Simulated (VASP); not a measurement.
Band structure of Mg$_{3}$Cd (space group Pmm2). Calculation: PBEsol GGA, VASP's PBE PAW potentials (set 64) (plane waves; VASP).

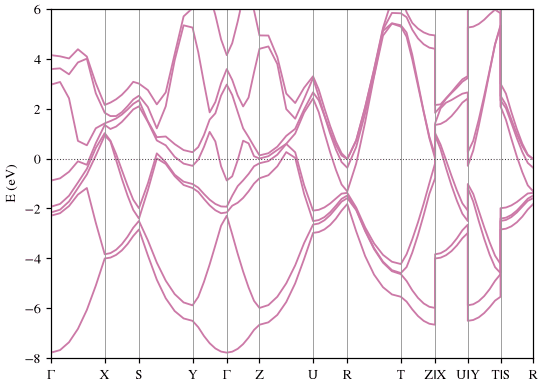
Figure. Bands along high-symmetry lines, zero at the valence-band maximum or, without a gap, the Fermi level

Q: Read the plot: is there a gap, and where are the band edges?

A: It has no gap at this level: it comes out as a metal or semimetal. (Edges off the drawn lines would not show.)

The structure comes from a computed database's Mg3Cd entry (Pmm2); how it stands against other phases isn't given here. It was relaxed first.
